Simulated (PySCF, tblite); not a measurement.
# C₄H₃ClO: excited states

Wanted: excited states for C₄H₃ClO (`Clc1ccco1`).

Programs: tblite 0.8.0 and PySCF 2.14.0, with routines of our own; each step states its level. All values are computed. Atoms count from 0.

## 1. The system as given

9 atoms, charge 0, multiplicity 1; geometry from: force field or distance geometry start.

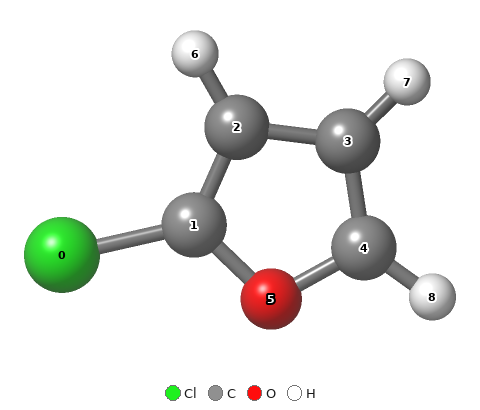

The starting geometry (chlorine green, carbon grey, oxygen red, hydrogen white).

## 2. Relaxing the molecule with GFN2-xTB

The job: settings as JSON, then the geometry in Å.

```
{"job": {"kind": "relax", "xc": "GFN2-xTB", "basis": "xTB"}, "charge": 0, "multiplicity": 1}
Cl     2.828300    -0.568200    -0.163700
C      1.115300    -0.327100    -0.081700
C      0.465800     0.869000     0.031500
C     -0.927100     0.576300     0.064800
C     -1.018000    -0.802800     0.005400
O      0.214800    -1.355500    -0.093000
H      0.919000     1.852100     0.060000
H     -1.747300     1.265200     0.155400
H     -1.837300    -1.503000    -0.003900
```

The run is started by

```
OMP_NUM_THREADS=1 python excited_run.py task.json out
```

This one command runs all jobs of the session in turn.

Standard output:

```text
step      E/eV     max force
  0    -508.54548    1.208
  1    -508.57998    0.693
  2    -508.60422    0.468
  3    -508.61868    0.211
  4    -508.62090    0.196
  5    -508.62438    0.156
  6    -508.62621    0.184
  7    -508.62853    0.155
  8    -508.63004    0.112
  9    -508.63077    0.079
 10    -508.63096    0.032
 11    -508.63103    0.026
 12    -508.63108    0.020
 13    -508.63110    0.013
 14    -508.63111    0.012
 15    -508.63112    0.012
 16    -508.63113    0.012
 17    -508.63113    0.007
```

Wall time 0.08 s (1 thread of Arm Neoverse V1, shared host).

The steps of the relaxation:

```
step  energy from step 0 (eV)  largest force (eV/Å)
   0                   0.0000                1.2085
   1                  -0.0345                0.6932
   2                  -0.0587                0.4684
   3                  -0.0732                0.2112
   4                  -0.0754                0.1962
   5                  -0.0789                0.1561
   6                  -0.0807                0.1844
   7                  -0.0831                0.1555
   8                  -0.0846                0.1118
   9                  -0.0853                0.0787
  10                  -0.0855                0.0322
  11                  -0.0856                0.0255
  12                  -0.0856                0.0201
  13                  -0.0856                0.0130
  14                  -0.0856                0.0117
  15                  -0.0856                0.0122
  16                  -0.0856                0.0116
  17                  -0.0856                0.0068
```

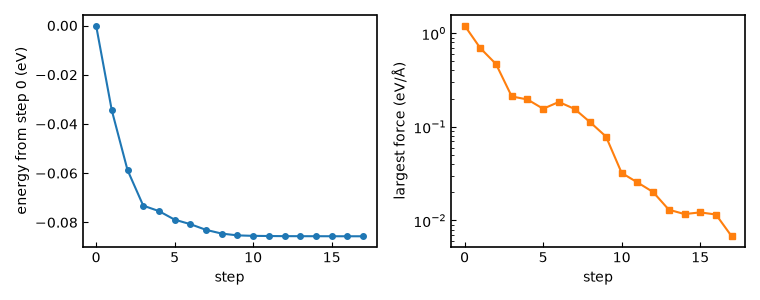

Energy and force, step by step.

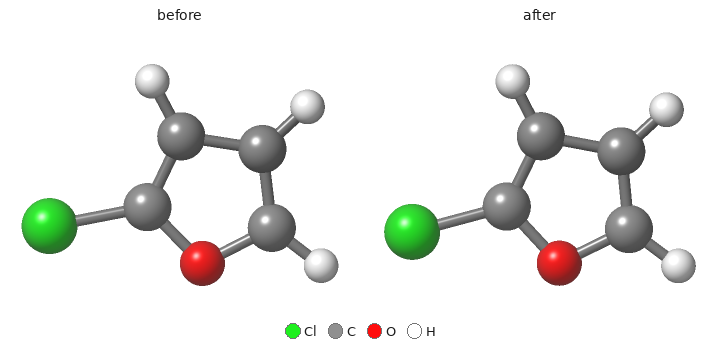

The geometry before (left) and after (right).

Distances of close pairs at the start and the end, largest changes first:

```
  bond  before (Å)  after (Å)  change (Å)
Cl0–C1       1.732      1.701      -0.031
 C3–C4       1.383      1.359      -0.025
 C1–O5       1.367      1.342      -0.025
 C2–H6       1.083      1.069      -0.014
 C4–O5       1.355      1.348      -0.007
 C4–H8       1.078      1.071      -0.007
 C2–C3       1.424      1.418      -0.005
 C3–H7       1.075      1.070      -0.005
```

The next job starts from the end point, and lists it.

## 3. Infrared spectrum with GFN2-xTB

The job: settings as JSON, then the geometry in Å.

```
{"job": {"kind": "ir", "xc": "GFN2-xTB", "basis": "xTB"}, "charge": 0, "multiplicity": 1}
Cl     2.770192    -0.648912    -0.169244
C      1.109365    -0.295671    -0.072029
C      0.454004     0.893962     0.027326
C     -0.922981     0.557085     0.072606
C     -0.985879    -0.798006    -0.002585
O      0.250663    -1.327164    -0.091250
H      0.891653     1.868942     0.062994
H     -1.744223     1.238975     0.150803
H     -1.809233    -1.483219    -0.003799
```

Standard output:

```text
mode    cm-1     km/mol
  1     226.6      0.11
  2     278.2      0.18
  3     461.5      1.75
  4     584.7      0.10
  5     602.3      5.10
  6     759.8     14.74
  7     815.7     11.15
  8     841.6      2.84
  9     854.5      0.99
 10     906.3     18.08
 11    1032.1     28.12
 12    1077.2      6.86
 13    1109.5     14.61
 14    1172.7     28.50
 15    1212.3      7.04
 16    1356.0      7.17
 17    1461.0     59.00
 18    1563.4      6.01
 19    3176.6      0.83
 20    3191.7     12.33
 21    3203.5      0.92
```

Run time: 0.19 s. Hardware: 1 thread of Arm Neoverse V1, shared host.

Which atoms move in the most intense modes:

```
cm⁻¹  km/mol                               atoms
 760    14.7                    H8 77 %, C4 17 %
 816    11.2           H6 67 %, C2 14 %, H7 12 %
 906    18.1           C2 30 %, O5 27 %, C1 18 %
1032    28.1                    H6 51 %, H7 19 %
1110    14.6  H8 33 %, O5 19 %, C4 18 %, H6 17 %
1173    28.5  H8 23 %, C1 20 %, O5 19 %, C2 14 %
1461    59.0  C1 32 %, C4 29 %, C3 17 %, C2 15 %
3192    12.3           H7 61 %, H8 17 %, H6 14 %
```

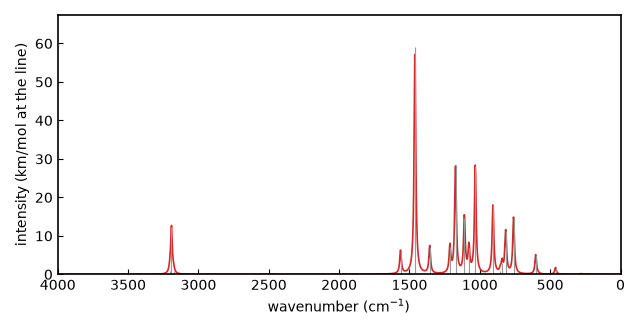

The infrared spectrum from these modes, unscaled. Lines are broadened to a width of 14 cm⁻¹ (Lorentzian).

## 4. Excited states: TDA CAM-B3LYP/def2-SVPD

Settings changed since step 3:

```diff
@@ -1,2 +1,2 @@
-{"job": {"kind": "ir", "xc": "GFN2-xTB", "basis": "xTB"}, "charge": 0, "multiplicity": 1}
+{"job": {"kind": "states", "xc": "CAM-B3LYP", "basis": "def2-SVPD", "tda": true, "soc": true, "nstates": 6, "ntriplets": 5, "nquad": 4}, "charge": 0, "multiplicity": 1}
 Cl     2.770192    -0.648912    -0.169244
```

Method: TDA CAM-B3LYP/def2-SVPD excited states, vertical, gas phase, spin-orbit mean-field couplings.

Standard output:

```text
coarse grid: 8920 points
cycle   1  E = -689.0695425980  dE =  1.382e+00  |g| = 5.074e-01  |ddm| = 6.094e+00
cycle   2  E = -689.0568466983  dE =  1.270e-02  |g| = 6.079e-01  |ddm| = 1.805e+00
cycle   3  E = -689.1290789630  dE = -7.223e-02  |g| = 4.560e-02  |ddm| = 9.904e-01
cycle   4  E = -689.1294603346  dE = -3.814e-04  |g| = 2.857e-02  |ddm| = 1.305e-01
cycle   5  E = -689.1296465862  dE = -1.863e-04  |g| = 8.589e-03  |ddm| = 5.865e-02
cycle   6  E = -689.1296657046  dE = -1.912e-05  |g| = 2.446e-03  |ddm| = 2.453e-02
cycle   7  E = -689.1296669484  dE = -1.244e-06  |g| = 1.114e-03  |ddm| = 4.303e-03
final grid: 83904 points
cycle   8  E = -689.2266448937  dE = -2.376e-05  |g| = 2.981e-03  |ddm| = 6.868e-02
cycle   9  E = -689.2266449804  dE = -8.666e-08  |g| = 3.000e-03  |ddm| = 1.213e-02
cycle  10  E = -689.2266471237  dE = -2.143e-06  |g| = 3.407e-04  |ddm| = 5.588e-03
cycle  11  E = -689.2266471440  dE = -2.032e-08  |g| = 1.851e-04  |ddm| = 8.502e-04
cycle  12  E = -689.2266471519  dE = -7.916e-09  |g| = 2.437e-05  |ddm| = 3.459e-04
cycle  13  E = -689.2266471520  dE = -1.116e-10  |g| = 1.344e-05  |ddm| = 6.736e-05
converged SCF energy = -689.2266471520

Singlet excitations
state   eV       nm        f     d(h-e)  d(exc)  Lambda  PR(NTO)  |dmu|/D   mu/D   main configurations
  1   6.3610   194.9   0.35811   0.290   2.676   0.788   1.106    0.960    0.983   H->L 0.94
  2   6.3979   193.8   0.00123   1.251   3.452   0.386   1.036    4.300    5.980   H->L+2 0.64, H->L+1 0.18
  3   6.5076   190.5   0.00853   0.172   3.561   0.345   1.032    0.483    1.842   H->L+1 0.76, H->L+2 0.16
  4   6.9976   177.2   0.00750   0.173   2.805   0.704   1.930    0.396    1.394   H->L+4 0.56, H-1->L 0.38
  5   7.2634   170.7   0.01570   0.761   3.771   0.274   1.126                     H->L+3 0.71, H->L+5 0.15
  6   7.5528   164.2   0.00034   0.945   3.860   0.290   1.045                     H->L+5 0.70, H->L+3 0.22

Triplet excitations (Tamm-Dancoff)
state   eV     d(h-e)  d(exc)  Lambda  PR(NTO)   main configurations
  1   3.8728   0.104   2.345   0.788   1.089   H->L 0.92
  2   5.3303   0.155   2.267   0.689   1.889   H->L+4 0.49, H-1->L 0.36, H->L+7 0.10
  3   5.8704   1.452   3.140   0.398   1.018   H->L+2 0.69, H->L+8 0.12
  4   6.4106   0.080   2.570   0.705   1.849   H-1->L 0.60, H->L+4 0.30
  5   6.4124   0.358   3.528   0.333   1.035   H->L+1 0.91
S1 - T1 = 2.4882 eV

Spin-orbit couplings |<S|Hso|T>| (cm-1)
             T1       T2       T3       T4       T5
S0        0.365    1.224  107.782    0.532    7.075
S1        0.383    0.258    9.655    0.131    0.959
S2       17.787    9.182    0.542    2.471    0.651
S3        4.005    2.859    0.245    1.183    0.154
S4        0.096    0.027    2.218    0.028    0.575
S5        3.808    5.368   11.012    1.934    0.517
S6        8.898    0.904    7.325    1.458    0.458
T1 sublevels (cm-1): 0.000 0.001 0.003   radiative rates (1/s): 2.38 1.74 0.0121
```

Wall time 16 s (1 thread of Arm Neoverse V1, shared host); peak memory 0.57 GiB.

Key values:

```
  quantity    value
S1 less T1  2.49 eV
```

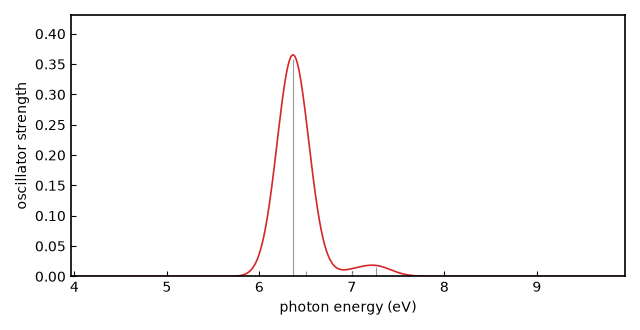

Absorption lines of the singlets. Lines are broadened to a width of 0.40 eV (Gaussian).

## 5. Excited states: TDDFT BHandHLYP/def2-SVPD

Settings changed since step 4:

```diff
@@ -1,2 +1,2 @@
-{"job": {"kind": "states", "xc": "CAM-B3LYP", "basis": "def2-SVPD", "tda": true, "soc": true, "nstates": 6, "ntriplets": 5, "nquad": 4}, "charge": 0, "multiplicity": 1}
+{"job": {"kind": "states", "xc": "BHandHLYP", "basis": "def2-SVPD", "tpa": true, "nstates": 6, "nquad": 5, "ntriplets": 0}, "charge": 0, "multiplicity": 1}
 Cl     2.770192    -0.648912    -0.169244
```

Method: TDDFT BHandHLYP/def2-SVPD excited states, vertical, gas phase, two-photon moments by quadratic response.

Standard output:

```text
coarse grid: 8920 points
cycle   1  E = -689.0674086788  dE =  1.435e+00  |g| = 4.771e-01  |ddm| = 5.710e+00
cycle   2  E = -689.0698230647  dE = -2.414e-03  |g| = 5.083e-01  |ddm| = 1.729e+00
cycle   3  E = -689.1225329570  dE = -5.271e-02  |g| = 5.039e-02  |ddm| = 9.972e-01
cycle   4  E = -689.1230721498  dE = -5.392e-04  |g| = 3.050e-02  |ddm| = 1.537e-01
cycle   5  E = -689.1232879569  dE = -2.158e-04  |g| = 6.395e-03  |ddm| = 6.759e-02
cycle   6  E = -689.1232976879  dE = -9.731e-06  |g| = 1.525e-03  |ddm| = 1.441e-02
final grid: 83904 points
cycle   7  E = -689.1854304387  dE = -1.393e-05  |g| = 2.606e-03  |ddm| = 6.768e-02
cycle   8  E = -689.1854306247  dE = -1.860e-07  |g| = 2.525e-03  |ddm| = 1.088e-02
cycle   9  E = -689.1854321860  dE = -1.561e-06  |g| = 3.119e-04  |ddm| = 5.317e-03
cycle  10  E = -689.1854322054  dE = -1.940e-08  |g| = 1.763e-04  |ddm| = 9.239e-04
cycle  11  E = -689.1854322129  dE = -7.435e-09  |g| = 2.749e-05  |ddm| = 3.717e-04
cycle  12  E = -689.1854322131  dE = -1.728e-10  |g| = 1.323e-05  |ddm| = 7.307e-05
converged SCF energy = -689.1854322131

Singlet excitations
state   eV       nm        f     d(h-e)  d(exc)  Lambda  PR(NTO)  |dmu|/D   mu/D   delta(TPA)   sigma/GM   main configurations
  1   6.0529   204.8   0.24822   0.194   2.605   0.783   1.160    0.631    1.291        9.97      0.134   H->L 0.97
  2   6.4120   193.4   0.00083   1.264   3.549   0.374   1.038    4.393    6.131       18.12      0.273   H->L+2 0.67, H->L+1 0.13
  3   6.5394   189.6   0.00833   0.199   3.613   0.338   1.029    0.545    2.002       12.90      0.202   H->L+1 0.82, H->L+2 0.12
  4   7.1411   173.6   0.01372   0.204   2.829   0.684   1.874    0.566    1.380      206.05      3.850   H->L+5 0.59, H-1->L 0.32
  5   7.2691   170.6   0.01550   0.739   3.816   0.271   1.093    3.408    1.710       52.11      1.009   H->L+3 0.74, H->L+4 0.13
  6   7.5614   164.0   0.00005   0.988   3.863   0.292   1.041                                            H->L+4 0.72, H->L+3 0.20
```

It took 16 s on 1 thread of Arm Neoverse V1, shared host; peak memory 0.58 GiB.

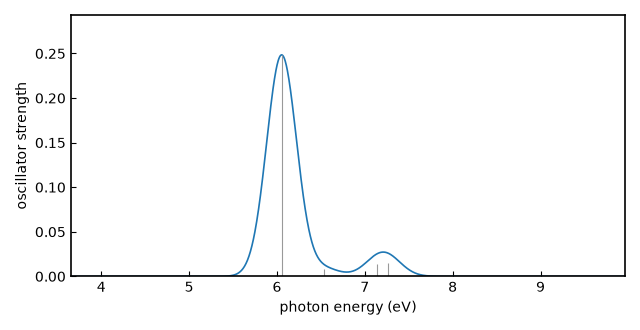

Absorption lines of the singlets. Lines are broadened to a width of 0.40 eV (Gaussian).

## 6. Results

| quantity | value |
| --- | --- |
| strongest single infrared mode (GFN2-xTB) | 1461 cm⁻¹, 59 km/mol |
| zero-point energy (GFN2-xTB) | 37.0 kcal/mol |
| S1 less T1 (step 4, TDA CAM-B3LYP/def2-SVPD) | 2.49 eV |

In words: All 21 modes are real, so the xTB geometry is a minimum. The strongest single mode, at 1461 cm⁻¹, is carried by C1, C4, C3, C2. Unscaled tight-binding wavenumbers are off by several per cent, some by more. Its intensities can rank the bands wrongly. In step 4, the number of triplets below S1 is 3, and the largest singlet-triplet spin-orbit coupling is S0–T3, 107.78 cm⁻¹.
